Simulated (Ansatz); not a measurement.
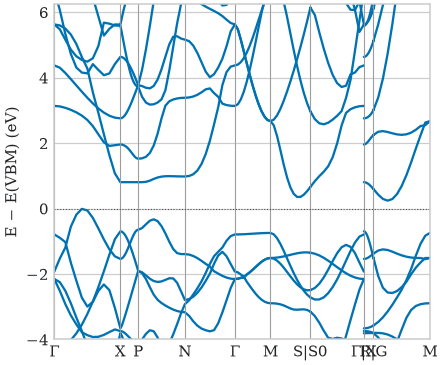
Figure. Band structure from the program Ansatz at the LDA level (PAW)

### Question
Read off the gap and where the band edges lie.

### Answer
About 0.2 eV (0.24 eV by a search for the band edges); maximum on the Γ–X line, 44 % of the way from Γ, minimum on the G–M line, 26 % of the way from G.

### Question
Pick the material that matches.
(A) HgI, I4/mmm (Hg on 4e, I on 4e)
(B) VBiO4, I4_1/a (V on 4b, Bi on 4a, O on 16f)
(C) Al2Os, MoSi2 or CaC2 type

### Answer
C, Al2Os, MoSi2 or CaC2 type

The first step of the workflow began from a Materials Project structure, measured or hypothetical; the Crystallography Open Database copy checked does not list it. Its standing as an ambient phase is unchecked. The cell was relaxed with LDA under the symmetry of its start; whether a distortion lowers the energy is not shown. No spin polarisation was allowed. Scalar-relativistic: spin–orbit coupling is off unless named, which matters more the heavier the elements.

Potentials: the later of the program's two PAW sets.
